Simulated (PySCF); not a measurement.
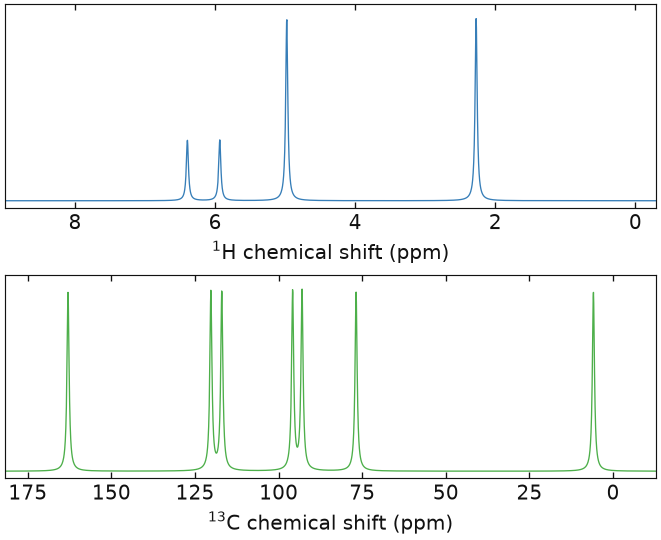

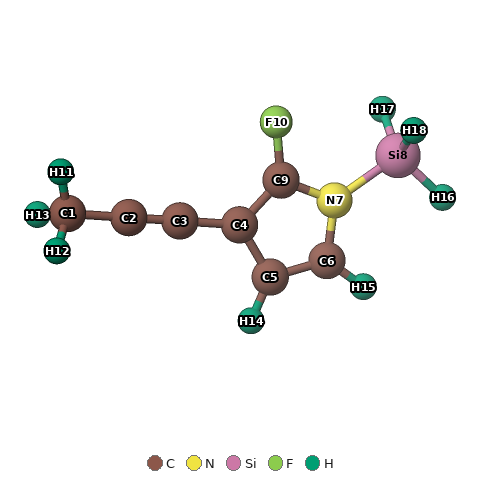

Spectrum and numbered structure of C₇H₈FNSi, SMILES CC#Cc1ccn([SiH3])c1F. GIAO shifts, PBE0/pcSseg-1 with PySCF, at a GFN2-xTB geometry (no frequency check), against TMS for ¹H and TMS for ¹³C computed at the same level. Gas phase, fully decoupled, line heights follow the number of nuclei, widths are arbitrary (no quadrupolar broadening); values of one conformer, averaged over methyl-type rotors and exact or near symmetry.

Q: Which atoms give which ¹H line?

A:
```csv
δ (ppm),nuclei,atoms
6.40,1,H14
5.93,1,H15
4.98,3,"H16, H17, H18"
2.27,3,"H11, H12, H13"
```

Q: Which ¹³C nuclei are the least shielded, and which the most?

A: Least shielded: C9 at 163.0 ppm. Most shielded: C1 at 5.9 ppm.

Caveats: the tight-binding geometry is rougher than a DFT one and adds to the error.
